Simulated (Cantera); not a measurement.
Feed: 1 mol Si2Cl6, 0.062 mol HCl, 29 mol N2, at 49.0 mbar.

Cantera equilibrium calculation (NASA polynomials, part measured and part estimated; ideal gas, pure solids and liquids). Candidate condensed phases: NH4Cl, Si, Si3N4; 28 gas species. The feed counts by its element totals alone. N2 is the only nitrogen source here; it is nearly inert below about 1500 K, so the nitride shown seldom forms there in practice. The tables' values for SiCl3 are old estimates; treat these amounts as uncertain. Equilibrium is a limit: real reactors are often held back by kinetics, nucleation or transport.

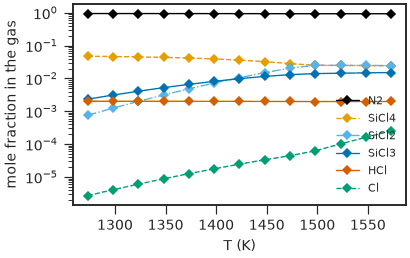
*Equilibrium gas composition (values under 1e-9 drawn at 1e-9)*

Question: Read off the mole fractions at 1498 K.

Answer: N2 about 0.93, SiCl2 about 0.025, SiCl4 about 0.025, SiCl3 about 0.014, HCl about 0.0020, Cl about 6.3e-5.
